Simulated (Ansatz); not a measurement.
## Run report: HfH5O4F, nudged elastic band (part 1 of 2)

System: HfH5O4F.
Method: RKS PBE0-D4/def2-SVP (Ansatz 0.2.0).

It belongs to a series of runs on one base structure; here: band between the two ends. Figures and captions count atoms from 1; the log counts them from 0 in places.

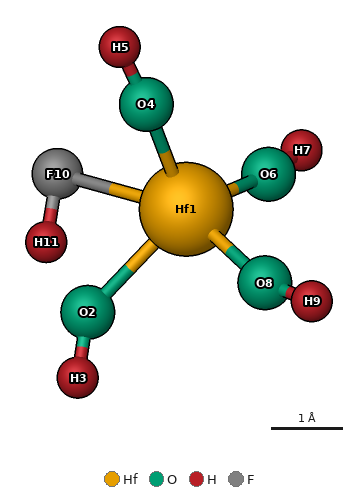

Fig. 1: The structure as given in the input (ball-and-stick view, seen at a tilt; atoms are numbered from 1 in the order of the input). Sticks mark near contacts. Bond lengths as drawn: F–H 1.01 Å, F–Hf 2.37 Å, Hf–O 1.92 to 2.06 Å and H–O 0.95 to 0.96 Å.

Input file:
```yaml
crystal:
  periodic: [false, false, false]
  atoms:
    - { symbol: Hf, position_ang: [-0.072513, -0.03813, 0.132949] }
    - { symbol: O, position_ang: [-0.066585, 0.148328, 2.18689] }
    - { symbol: H, position_ang: [-0.449778, -0.289425, 2.947658] }
    - { symbol: O, position_ang: [1.595966, -0.491411, -0.719372] }
    - { symbol: H, position_ang: [2.466068, -0.471142, -1.110284] }
    - { symbol: O, position_ang: [-1.118544, 1.249214, -0.843845] }
    - { symbol: H, position_ang: [-1.51414, 1.975173, -1.319102] }
    - { symbol: O, position_ang: [-1.104535, -1.664738, 0.035899] }
    - { symbol: H, position_ang: [-1.53112, -2.456819, -0.281143] }
    - { symbol: F, position_ang: [1.071647, 1.788482, 1.129306] }
    - { symbol: H, position_ang: [0.691434, 1.290667, 1.926044] }
basis:
  gaussian: { orbitals: def2-SVP }
hamiltonian:
  xc: pbe0
  dispersion: d4
neb:
  order_check: false
  images: 8
  f_tol: 0.03
  max_iterations: 60
  climbing: false
  final_atoms:
    - { symbol: Hf, position_ang: [0.37354049, -0.11858268, 0.17160324] }
    - { symbol: O, position_ang: [-0.79674702, 0.47925719, 2.15913233] }
    - { symbol: H, position_ang: [-1.25649384, 1.23394043, 1.74978672] }
    - { symbol: O, position_ang: [1.3719828, -0.1099579, -1.47894498] }
    - { symbol: H, position_ang: [1.94040398, -0.22546716, -2.23572911] }
    - { symbol: O, position_ang: [-0.89162107, 1.38462755, -0.20426854] }
    - { symbol: H, position_ang: [-1.0500228, 1.83189981, -1.03862552] }
    - { symbol: O, position_ang: [-0.40166848, -1.88205699, 0.2841805] }
    - { symbol: H, position_ang: [-0.93501259, -2.66163177, 0.41591713] }
    - { symbol: F, position_ang: [1.77867825, 0.26532765, 1.46889527] }
    - { symbol: H, position_ang: [-0.16513973, 0.84284286, 2.79305296] }
  initial_path:
    images:
      - { positions_ang: [[-0.072513, -0.03813, 0.132949], [-0.066585, 0.148328, 2.18689], [-0.449778, -0.289425, 2.947658], [1.595966, -0.491411, -0.719372], [2.466068, -0.471142, -1.110284], [-1.118544, 1.249214, -0.843845], [-1.51414, 1.975173, -1.319102], [-1.104535, -1.664738, 0.035899], [-1.53112, -2.456819, -0.281143], [1.071647, 1.788482, 1.129306], [0.691434, 1.290667, 1.926044]] }
      - { positions_ang: [[-0.05726971, -0.03089216, 0.10372701], [-0.04735079, 0.12218572, 2.23892792], [-0.54691782, -0.27912356, 2.90846042], [1.67267931, -0.38696026, -0.71660631], [2.41891204, -0.58333518, -1.04409448], [-1.08801481, 1.34400333, -0.81265737], [-1.60915857, 1.85723668, -1.22885453], [-1.07912267, -1.6730277, -0.11714739], [-1.51050992, -2.38971207, -0.1895729], [1.10097625, 1.79213726, 1.02977624], [0.7136767, 1.26768696, 1.91304141]] }
      - { positions_ang: [[-0.04202641, -0.02365432, 0.07450501], [-0.02811659, 0.09604343, 2.29096584], [-0.64405765, -0.26882212, 2.86926284], [1.74939262, -0.28250952, -0.71384062], [2.37175607, -0.69552836, -0.97790496], [-1.05748562, 1.43879265, -0.78146975], [-1.70417715, 1.73930035, -1.13860707], [-1.05371034, -1.6813174, -0.27019379], [-1.48989984, -2.32260514, -0.0980028], [1.1303055, 1.79579251, 0.93024647], [0.7359194, 1.24470691, 1.90003882]] }
      - { positions_ang: [[-0.02678312, -0.01641648, 0.04528302], [-0.00888238, 0.06990115, 2.34300376], [-0.74119747, -0.25852068, 2.83006526], [1.82610593, -0.17805879, -0.71107493], [2.32460011, -0.80772153, -0.91171543], [-1.02695643, 1.53358198, -0.75028212], [-1.79919572, 1.62136403, -1.0483596], [-1.02829801, -1.68960711, -0.42324018], [-1.46928976, -2.25549821, -0.0064327], [1.15963474, 1.79944777, 0.83071671], [0.75816211, 1.22172687, 1.88703623]] }
      - { positions_ang: [[-0.01153982, -0.00917864, 0.01606102], [0.01035182, 0.04375887, 2.39504168], [-0.8383373, -0.24821923, 2.79086768], [1.90281924, -0.07360805, -0.70830924], [2.27744415, -0.91991471, -0.84552591], [-0.99642724, 1.6283713, -0.7190945], [-1.8942143, 1.5034277, -0.95811214], [-1.00288568, -1.69789681, -0.57628657], [-1.44867968, -2.18839128, 0.08513739], [1.18896399, 1.80310302, 0.73118695], [0.78040481, 1.19874683, 1.87403364]] }
      - { positions_ang: [[0.03802168, -0.01811782, 0.02035594], [-0.07077729, 0.08052878, 2.39195749], [-0.92797239, -0.07895641, 2.65777087], [1.87793222, -0.03122437, -0.79270624], [2.21903703, -0.89261751, -0.97057537], [-0.97121358, 1.64341725, -0.64803045], [-1.84264572, 1.48750846, -0.92694809], [-0.9247894, -1.72204336, -0.54869974], [-1.38244552, -2.21114826, 0.16258852], [1.26752302, 1.63386365, 0.76891909], [0.68522995, 1.14898859, 1.97036797]] }
      - { positions_ang: [[0.12190138, -0.04323404, 0.05816776], [-0.25226972, 0.18021088, 2.3337512], [-1.01010275, 0.2492678, 2.43077484], [1.75144487, -0.05090775, -0.96426593], [2.14937877, -0.72582992, -1.28686381], [-0.95131545, 1.57871983, -0.53708997], [-1.64448999, 1.5736063, -0.95486744], [-0.79400917, -1.76204677, -0.34047968], [-1.27058729, -2.32376914, 0.22592067], [1.39531183, 1.29172965, 0.94391313], [0.47263753, 1.07245216, 2.17603922]] }
      - { positions_ang: [[0.20578108, -0.06835025, 0.09597959], [-0.43376216, 0.27989298, 2.27554491], [-1.09223312, 0.57749201, 2.2037788], [1.62495751, -0.07059113, -1.13582561], [2.07972051, -0.55904233, -1.60315224], [-0.93141732, 1.5140224, -0.42614949], [-1.44633426, 1.65970414, -0.9827868], [-0.66322894, -1.80205017, -0.13225962], [-1.15872905, -2.43639001, 0.28925283], [1.52310064, 0.94959565, 1.11890718], [0.26004511, 0.99591572, 2.38171046]] }
      - { positions_ang: [[0.28966078, -0.09346646, 0.13379142], [-0.61525459, 0.37957509, 2.21733862], [-1.17436348, 0.90571622, 1.97678276], [1.49847016, -0.09027452, -1.30738529], [2.01006224, -0.39225475, -1.91944068], [-0.91151919, 1.44932498, -0.31520902], [-1.24817853, 1.74580197, -1.01070616], [-0.53244871, -1.84205358, 0.07596044], [-1.04687082, -2.54901089, 0.35258498], [1.65088945, 0.60746165, 1.29390122], [0.04745269, 0.91937929, 2.58738171]] }
      - { positions_ang: [[0.37354049, -0.11858268, 0.17160324], [-0.79674702, 0.47925719, 2.15913233], [-1.25649384, 1.23394043, 1.74978672], [1.3719828, -0.1099579, -1.47894498], [1.94040398, -0.22546716, -2.23572911], [-0.89162107, 1.38462755, -0.20426854], [-1.0500228, 1.83189981, -1.03862552], [-0.40166848, -1.88205699, 0.2841805], [-0.93501259, -2.66163177, 0.41591713], [1.77867825, 0.26532765, 1.46889527], [-0.16513973, 0.84284286, 2.79305296]] }
```

Hardware: 4 threads of Arm Neoverse V1, 24 GiB of memory available, shared host.

Launched with:
```bash
ansatz run input.yaml --threads 4 --pin off --max-ram 5120MiB --backend cpu --events-out ev --progress --plain --runs-dir out
```

The program's output:
```
Engine: ansatz 0.2.0, aarch64-unknown-linux-gnu
Functional definition: PBE0
  parameter a = 0.25
  parameter kappa = 0.804
  parameter beta = 0.06672455060314922
  exchange = (1 - a)*pbe_x(kappa = kappa, mu = beta*pi^2/3) + a*exact_x
  correlation = pbe_c(beta = beta)
1310 factors; integrals over basis functions are off by at most 3.5e-4 eV
mean field evaluation 1: about -12263.3752 eV, gradient 1.0e2 eV
mean field evaluation 2: about -12223.3301 eV, gradient 1.8e2 eV
mean field evaluation 4: about -12280.3913 eV, gradient 6.4e0 eV
mean field evaluation 8: about -12280.5089 eV, gradient 4.6e-1 eV
mean field evaluation 16: about -12280.5093 eV, gradient 3.5e-5 eV
mean field -12280.50930503 eV, -451.3003929318 hartree, gradient 3.5e-5 eV, S^2 0.000000; 0 other end points of the search recorded, 0 dependent functions left out
the calculation of the forces begins
reference -12280.50936983 eV, -451.3003953129 hartree; 29, 29 occupied and 98, 98 virtual orbitals, 1310 factors
1310 factors; integrals over basis functions are off by at most 5.5e-4 eV
mean field evaluation 32: about -12281.2415 eV, gradient 6.2e-4 eV
mean field -12281.24152990 eV, -451.3273016994 hartree, gradient 1.4e-5 eV, S^2 0.000000; 0 other end points of the search recorded, 0 dependent functions left out
[... from here on the field's lines of each further geometry are left out, up to the last ...]
NEB iter   1: max|band force component| = 2.856e1 eV/Å  barrier→ = 5.3823 eV  barrier← = 6.1145 eV  Δτ_max = 0.2000 Å  (283 SCF iters)
NEB iter   2: max|band force component| = 2.920e0 eV/Å  barrier→ = 1.0032 eV  barrier← = 1.7355 eV  Δτ_max = 0.2000 Å  (278 SCF iters)
NEB iter   3: max|band force component| = 1.194e0 eV/Å  barrier→ = 0.3608 eV  barrier← = 1.0930 eV  Δτ_max = 0.1981 Å  (266 SCF iters)
NEB iter   4: max|band force component| = 1.165e0 eV/Å  barrier→ = 0.2044 eV  barrier← = 0.9366 eV  Δτ_max = 0.0996 Å  (250 SCF iters)
NEB iter   5: max|band force component| = 1.056e0 eV/Å  barrier→ = 0.1465 eV  barrier← = 0.8788 eV  Δτ_max = 0.1009 Å  (246 SCF iters)
NEB iter   6: max|band force component| = 1.158e0 eV/Å  barrier→ = 0.0836 eV  barrier← = 0.8159 eV  Δτ_max = 0.0994 Å  (239 SCF iters)
NEB iter   7: max|band force component| = 8.961e-1 eV/Å  barrier→ = 0.0363 eV  barrier← = 0.7685 eV  Δτ_max = 0.0994 Å  (238 SCF iters)
NEB iter   8: max|band force component| = 1.064e0 eV/Å  barrier→ = 0.0152 eV  barrier← = 0.7475 eV  Δτ_max = 0.0502 Å  (245 SCF iters)
NEB iter   9: max|band force component| = 7.970e-1 eV/Å  barrier→ = 0.0134 eV  barrier← = 0.7457 eV  Δτ_max = 0.0499 Å  (243 SCF iters)
NEB iter  10: max|band force component| = 6.852e-1 eV/Å  barrier→ = 0.0095 eV  barrier← = 0.7418 eV  Δτ_max = 0.0997 Å  (243 SCF iters)
NEB iter  11: max|band force component| = 1.290e0 eV/Å  barrier→ = 0.0030 eV  barrier← = 0.7352 eV  Δτ_max = 0.0500 Å  (245 SCF iters)
NEB iter  12: max|band force component| = 5.846e-1 eV/Å  barrier→ = 0.0000 eV  barrier← = 0.7323 eV  Δτ_max = 0.0994 Å  (243 SCF iters)
NEB iter  13: max|band force component| = 5.385e-1 eV/Å  barrier→ = 0.0000 eV  barrier← = 0.7323 eV  Δτ_max = 0.1002 Å  (240 SCF iters)
NEB iter  14: max|band force component| = 6.210e-1 eV/Å  barrier→ = 0.0000 eV  barrier← = 0.7323 eV  Δτ_max = 0.0505 Å  (242 SCF iters)
NEB iter  15: max|band force component| = 2.689e-1 eV/Å  barrier→ = 0.0000 eV  barrier← = 0.7323 eV  Δτ_max = 0.1002 Å  (243 SCF iters)
NEB iter  16: max|band force component| = 2.357e-1 eV/Å  barrier→ = 0.0000 eV  barrier← = 0.7323 eV  Δτ_max = 0.1005 Å  (238 SCF iters)
NEB iter  17: max|band force component| = 2.173e-1 eV/Å  barrier→ = 0.0000 eV  barrier← = 0.7323 eV  Δτ_max = 0.1024 Å  (240 SCF iters)
NEB iter  18: max|band force component| = 4.486e-1 eV/Å  barrier→ = 0.0000 eV  barrier← = 0.7323 eV  Δτ_max = 0.0507 Å  (238 SCF iters)
NEB iter  19: max|band force component| = 1.986e-1 eV/Å  barrier→ = 0.0000 eV  barrier← = 0.7323 eV  Δτ_max = 0.1032 Å  (242 SCF iters)
NEB iter  20: max|band force component| = 1.685e-1 eV/Å  barrier→ = 0.0000 eV  barrier← = 0.7323 eV  Δτ_max = 0.1033 Å  (248 SCF iters)
NEB iter  21: max|band force component| = 3.328e-1 eV/Å  barrier→ = 0.0000 eV  barrier← = 0.7323 eV  Δτ_max = 0.0504 Å  (243 SCF iters)
NEB iter  22: max|band force component| = 2.098e-1 eV/Å  barrier→ = 0.0000 eV  barrier← = 0.7323 eV  Δτ_max = 0.0504 Å  (242 SCF iters)
NEB iter  23: max|band force component| = 1.640e-1 eV/Å  barrier→ = 0.0000 eV  barrier← = 0.7323 eV  Δτ_max = 0.0501 Å  (241 SCF iters)
NEB iter  24: max|band force component| = 1.790e-1 eV/Å  barrier→ = 0.0000 eV  barrier← = 0.7323 eV  Δτ_max = 0.0506 Å  (242 SCF iters)
NEB iter  25: max|band force component| = 1.900e-1 eV/Å  barrier→ = 0.0000 eV  barrier← = 0.7323 eV  Δτ_max = 0.0507 Å  (243 SCF iters)
NEB iter  26: max|band force component| = 2.080e-1 eV/Å  barrier→ = 0.0000 eV  barrier← = 0.7323 eV  Δτ_max = 0.1014 Å  (243 SCF iters)
NEB iter  27: max|band force component| = 2.445e-1 eV/Å  barrier→ = 0.0000 eV  barrier← = 0.7323 eV  Δτ_max = 0.0509 Å  (237 SCF iters)
NEB iter  28: max|band force component| = 2.239e-1 eV/Å  barrier→ = 0.0000 eV  barrier← = 0.7323 eV  Δτ_max = 0.0508 Å  (243 SCF iters)
NEB iter  29: max|band force component| = 1.013e-1 eV/Å  barrier→ = 0.0000 eV  barrier← = 0.7323 eV  Δτ_max = 0.0935 Å  (243 SCF iters)
NEB iter  30: max|band force component| = 1.042e-1 eV/Å  barrier→ = 0.0000 eV  barrier← = 0.7323 eV  Δτ_max = 0.0467 Å  (245 SCF iters)
NEB iter  31: max|band force component| = 4.347e-2 eV/Å  barrier→ = 0.0000 eV  barrier← = 0.7323 eV  Δτ_max = 0.0937 Å  (247 SCF iters)
NEB iter  32: max|band force component| = 1.634e-1 eV/Å  barrier→ = 0.0000 eV  barrier← = 0.7323 eV  Δτ_max = 0.0338 Å  (239 SCF iters)
NEB iter  33: max|band force component| = 5.052e-2 eV/Å  barrier→ = 0.0000 eV  barrier← = 0.7323 eV  Δτ_max = 0.0469 Å  (241 SCF iters)
NEB iter  34: max|band force component| = 8.392e-2 eV/Å  barrier→ = 0.0000 eV  barrier← = 0.7323 eV  Δτ_max = 0.0235 Å  (244 SCF iters)
the calculation of the forces begins
reference -12281.14546456 eV, -451.3237713631 hartree; 29, 29 occupied and 98, 98 virtual orbitals, 1310 factors
1310 factors; integrals over basis functions are off by at most 5.6e-4 eV
mean field -12281.19627720 eV, -451.3256386933 hartree, gradient 1.6e-5 eV, S^2 0.000000; 1 other end points of the search recorded, 0 dependent functions left out
the calculation of the forces begins
reference -12281.19634154 eV, -451.3256410577 hartree; 29, 29 occupied and 98, 98 virtual orbitals, 1310 factors
NEB iter  35: max|band force component| = 2.389e-2 eV/Å  barrier→ = 0.0000 eV  barrier← = 0.7323 eV  Δτ_max = 0.0000 Å  (483 SCF iters)
```
